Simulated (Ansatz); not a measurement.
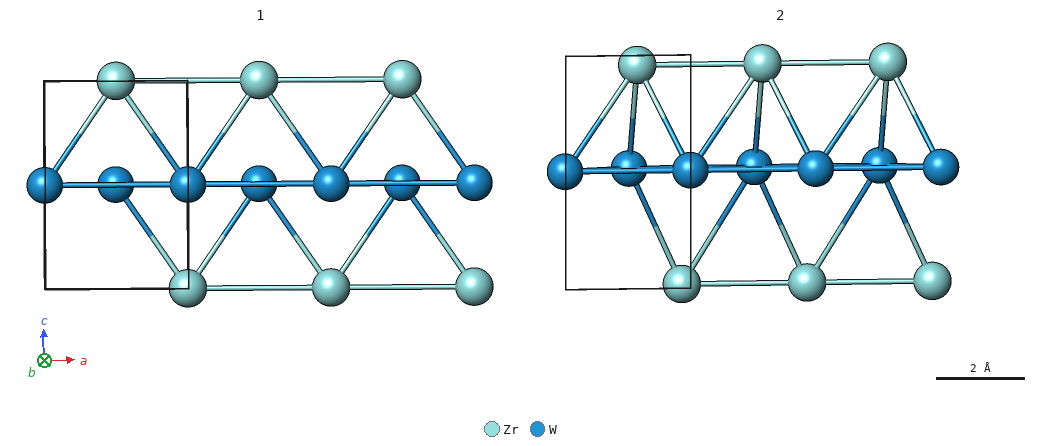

Two geometries of a crystal of ZrW (a generated structure, set up in P1) (coarse preliminary run), drawn at one scale. One is the start of a relaxation, the other its converged end. Style: ball-and-stick. Shown: the cell of the calculation, repeated 3 × 1 × 1 with one cell outlined, along the b axis.

Computed with DFT PBE, scalar-relativistic, plane waves, PAW in Ansatz 0.2.0. Settings: plane-wave cutoff 420 eV; k-point mesh 8 × 4 × 4; occupations gaussian; smearing width 0.2 eV; no spin polarisation; cell and atoms relaxed; force threshold 0.025 eV/Å; at most 60 steps.

**Which geometry has the lower energy?**

Structure 1 is the relaxed one. After 9 accepted moves (11 points after the start) the energy has fallen by 1.865 eV per cell of the calculation. Largest force component: 1.9 eV/Å at the start, 0.011 eV/Å at the end. The pressure goes from 4.75 to 0.04 GPa. The line search rejected the trial step at point 8 of the run. The SCF was repeated once at an unchanged geometry on a basis and grid sized afresh for the cell, which shifted the energy by 2.2 meV per cell of the calculation at most. The largest moves relative to the cell, 0.52 Å, are those of Zr and W atoms. By element the largest moves are Zr 0.52 Å, W 0.52 Å. The volume changes by −3.3 %, with a 2.868 → 3.278 Å (+14.3 %), b 5.021 → 4.758 Å (−5.2 %), c 5.339 → 4.764 Å (−10.8 %), α 90.3° → 90.0°, β 89.3° → 89.9°, γ 89.3° → 89.9°. Among the contacts that change: W–Zr 4.610 → 3.367 Å, W–Zr 4.221 → 3.365 Å, W–Zr 4.091 → 3.366 Å, W–Zr 4.031 → 3.367 Å. The space group (tolerance 0.01 Å) goes from P1 (No. 1) to Cmmm (No. 65).
